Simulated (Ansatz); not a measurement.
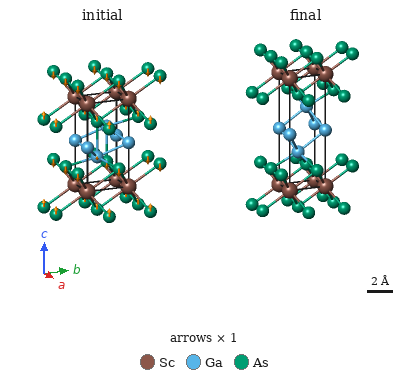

The structure of a crystal of ScGa$_{3}$As$_{2}$ (a generated structure, set up in P-3m1) (coarse preliminary run) before (left) and after (right) a relaxation, at one scale. The orange arrows give the displacements (the part carried along by the change of the cell is left out), at their true length.

A ball-and-stick model of the cell of the calculation, seen slightly off an axis.

All numbers below come from DFT PBE, scalar-relativistic, plane waves, PAW (Ansatz). Settings: plane-wave cutoff 420 eV; k-point mesh 6 × 6 × 4; occupations gaussian; smearing width 0.1 eV; no spin polarisation; cell and atoms relaxed; force threshold 0.04 eV/Å; at most 70 steps.

What changed between the two?

The energy falls by 2.147 eV per cell of the calculation in 11 accepted moves (14 points after the start). The largest force component goes from 1.2 to 0.016 eV/Å. The pressure goes from −2.23 to 0.02 GPa. The line search rejected the trial step at point 8 of the run. At 2 points the geometry stayed and the basis and grid were re-selected for the new cell (energy shift of 61.2 meV per cell of the calculation at most each time). The largest moves relative to the cell, 0.71 Å, are those of As atoms. Largest moves by element: As 0.71 Å, Ga 0.32 Å. Sc stays in place. The volume changes by −4.7 %, with a = b 4.584 → 3.958 Å (−13.7 %), c 7.271 → 9.292 Å (+27.8 %). Some distances before and after: As–Ga 2.921 → 4.766 Å, As–Sc 3.208 → 2.793 Å, As–Ga 2.744 → 2.637 Å. Bonds break, among them: As–Ga (2.92 → 4.77 Å). Bond angles that change, for instance: Ga–Ga–Ga 106.2° → 87.5°, Ga–Ga–Ga 73.8° → 92.5°, Ga–Ga–As 69.9° → 87.4°. The space group stays P-3m1 (No. 164).
